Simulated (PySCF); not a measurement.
**C5H12NPS (SMILES CNP1CCSCC1): density, localisation and related maps**

The calculation's input:

```
{"job": {"kind": "nmr", "xc": "PBE0", "basis": "pcSseg-1"}, "charge": 0, "multiplicity": 1}
C      2.956344     0.057251     0.441223
N      1.768492     0.598044    -0.207107
P      0.288906     0.501450     0.678883
C     -0.115803    -1.270550     0.245556
C     -1.595850    -1.552250     0.428113
S     -2.614804    -0.745821    -0.846033
C     -2.218176     0.988836    -0.465430
C     -0.743924     1.293533    -0.653646
H      2.764980    -0.980429     0.709925
H      3.256407     0.599363     1.344132
H      3.782495     0.082808    -0.270519
H      1.935051     1.572019    -0.454166
H      0.197960    -1.463582    -0.784069
H      0.451179    -1.926056     0.914411
H     -1.948600    -1.209122     1.403483
H     -1.811850    -2.616495     0.327418
H     -2.537708     1.188771     0.559653
H     -2.832881     1.575164    -1.149207
H     -0.592368     2.377051    -0.597213
H     -0.394997     0.940695    -1.628444
```

Run with:

```sh
OMP_NUM_THREADS=1 python probes_run.py task.json out
```

Geometry: GFN2-xTB.

Theory: PySCF, PBE0/pcSseg-1, SCF density, gas phase, non-relativistic.

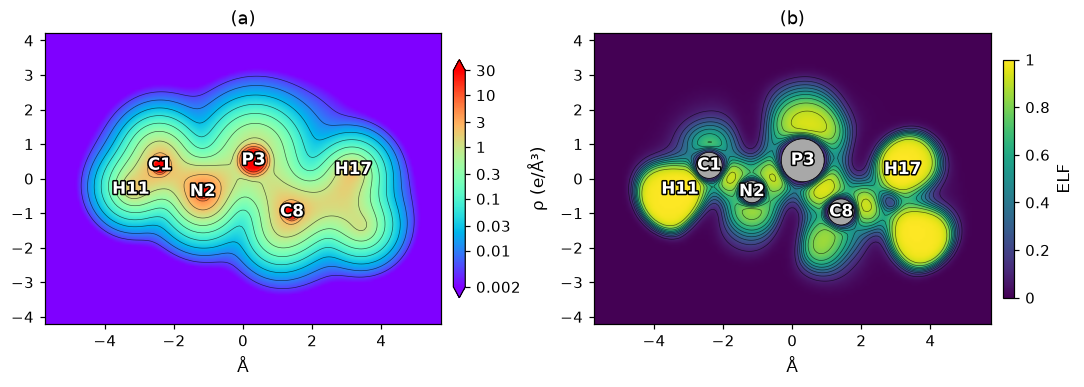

Figure 1. (a) electron density; (b) ELF on the plane of atoms N2, P3 and C8. Grey discs cover the atomic cores in the ELF map.

### Describe what can be read from this map.

- Atoms in the plane: C, N, P and H.
- C–N (1.46 Å): ρ is about 1.9 e/Å³ halfway; the ELF peaks at about 0.90 between the atoms, as expected for localised, covalent bonding.
- P–N (1.73 Å): the density is about 1.3 e/Å³ at the midpoint; the ELF peaks at about 0.90 between the atoms, as expected for a polar covalent bond.
- C–P (1.86 Å): the density is about 1.1 e/Å³ at the midpoint; the ELF peaks at about 0.95 between the atoms (a covalent bond).
- C–H (1.09 Å): ρ is about 2 e/Å³ halfway; the ELF climbs to about 1 towards the hydrogen, as it does in any bond to H; a covalent bond by its length.
- The ELF also peaks beside P3, away from the bonds: lone-pair regions.

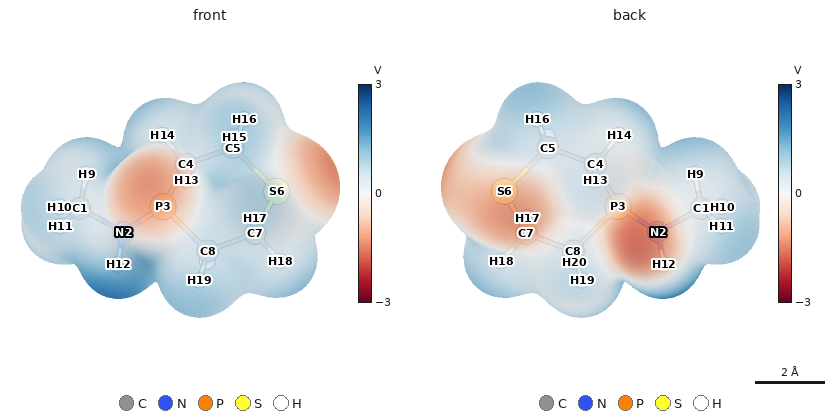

Figure 2. The electrostatic potential painted on the density surface at 0.004 e/bohr³, seen from the front and from behind; red is negative and blue positive.

### Describe the electrostatic potential map.

The most negative region (about −1.7 V, or −39 kcal/mol for a unit charge) lies over N2, the most positive (about +2.1 V, or +48 kcal/mol for a unit charge) over H12. N2 is the likeliest acceptor of a hydrogen bond.
